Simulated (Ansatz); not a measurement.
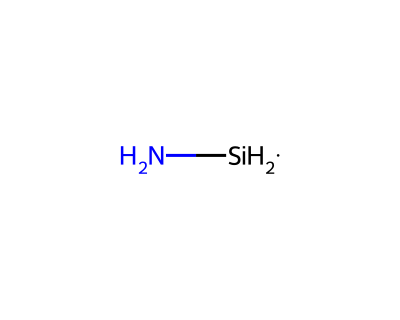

2D structure. State: neutral, doublet.

**Transcribe the drawing into SMILES.**

N[SiH2]

**Give the formula, hydrogens included.**

H4NSi.

**An optimisation with PBE0-D4/def2-TZVP gave a structure of which point group?**

Cs.

The parts below concern this one geometry. Atoms keep their numbers from picture to picture. The computed structure is the end point of a PBE0-D4/def2-TZVP optimisation.

## Shape

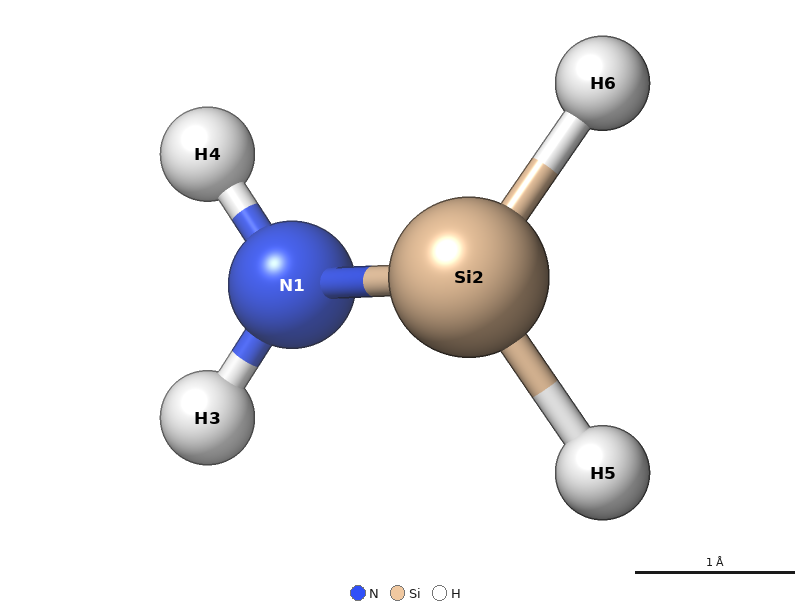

Atoms carry their numbers in the input.

What are the angles Si2–N1–H3, H3–N1–H4, N1–Si2–H5, H5–Si2–H6?

```csv
angle,degrees
Si2–N1–H3,119.9
H3–N1–H4,110.9
N1–Si2–H5,107.3
H5–Si2–H6,110.5
```

## Charges

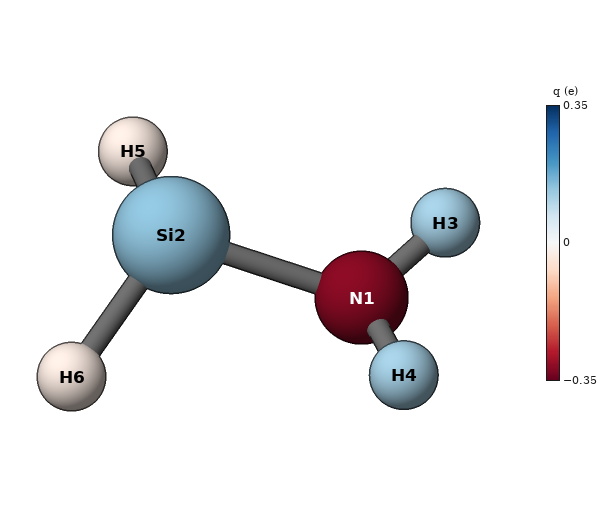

Atoms are coloured by their Mulliken charges. Method: UKS ωB97M-V/def2-TZVPP (Ansatz 0.2.0).

**Which atom carries the highest charge (most positive or least negative)?**

Si2 (0.14 e).

**And the lowest?**

N1 (−0.32 e).

Give the Mulliken charges atom by atom.

```csv
atom,value (e)
N1,−0.32
Si2,0.14
H3,0.12
H4,0.12
H5,−0.03
H6,−0.03
```

## Dipole moment

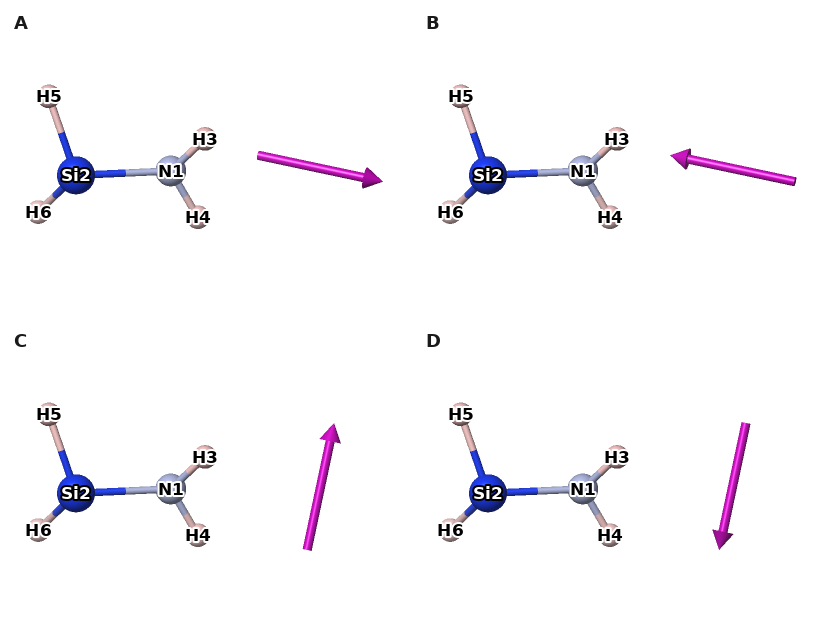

The same molecule four times, each with an arrow. Method: UKS PBE0-D4/def2-TZVP (Ansatz 0.2.0).

**Which arrow points along the dipole moment, from the negative to the positive end?**

A. The dipole moment is 1.61 D; it points from the side of H5, H6 to the side of H3, H4 (the outermost atoms at the two ends).

## Vibrations

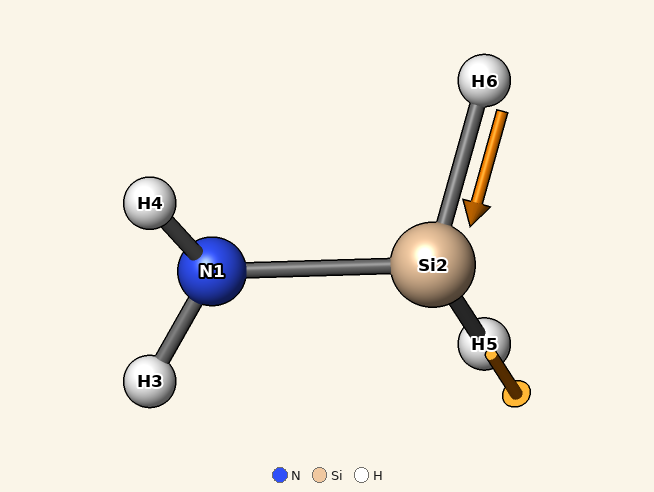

The arrows show one normal mode. Harmonic vibrations computed with UKS PBE0-D4/def2-TZVP (Ansatz 0.2.0) at a stationary point of the same level.

**What kind of motion is it?**

Mostly out-of-phase stretching of 2 Si–H bonds.

**Estimate its harmonic wavenumber.**

2191 cm⁻¹; it is mode 10 of 12 counted from the lowest.

## Thermal motion

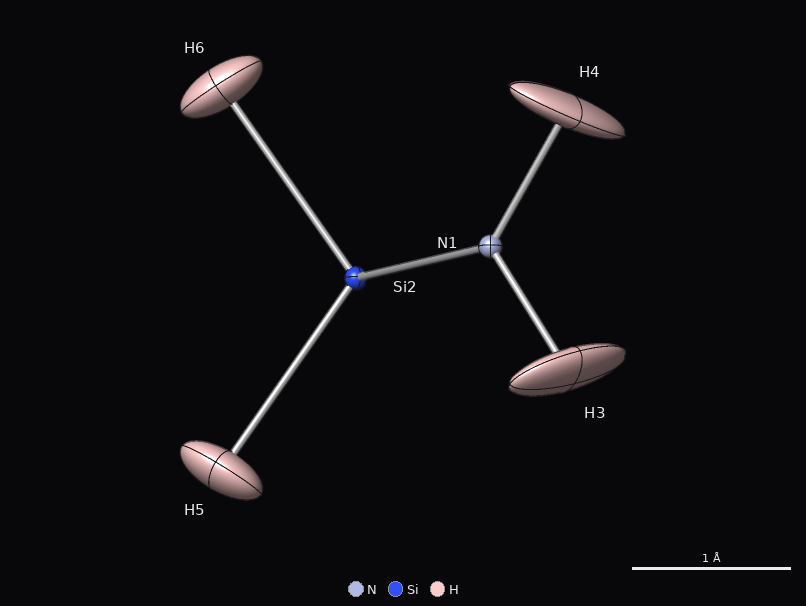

Displacement ellipsoids at the 50 % level, from the internal vibrations of the free molecule (harmonic, no overall translation or rotation; no half-axis is drawn under 0.075 Å). Vibrations computed with UKS PBE0-D4/def2-TZVP (Ansatz 0.2.0). Temperature: 400 K.

List U_eq and the three principal root-mean-square amplitudes for each kind of atom.

| atom | U_eq (Å²) | rms amplitudes (Å) |
| --- | --- | --- |
| N1 | 0.00072 | 0.018, 0.026, 0.035 |
| Si2 | 0.00018 | 0.009, 0.012, 0.017 |
| H3, H4 | 0.0354 | 0.068, 0.144, 0.284 |
| H5, H6 | 0.0226 | 0.087, 0.148, 0.196 |

Mulliken values depend strongly on the basis set and can even reverse the polarity of a bond.
